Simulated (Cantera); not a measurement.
A closed system holds: 1 mol SiHCl3, 0.93 mol NH3, 12 mol H2, equilibrated at 24000 Pa.

Cantera equilibrium calculation (NASA polynomials, part measured and part estimated; ideal gas, pure solids and liquids). Candidate condensed phases: NH4Cl, Si, Si3N4; 28 gas species. The tables' values for SiCl3 are old estimates; treat these amounts as uncertain. The numbers say what is thermodynamically allowed, not how fast it happens.

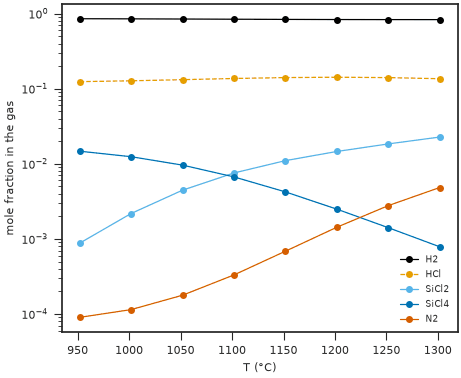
Figure: Equilibrium gas composition (values under 1e-9 drawn at 1e-9)

Task: Read off the mole fractions at 1152 °C.

Result: H2 about 0.84, HCl about 0.14, SiCl2 about 0.011, SiCl4 about 0.0042, N2 about 0.00069.
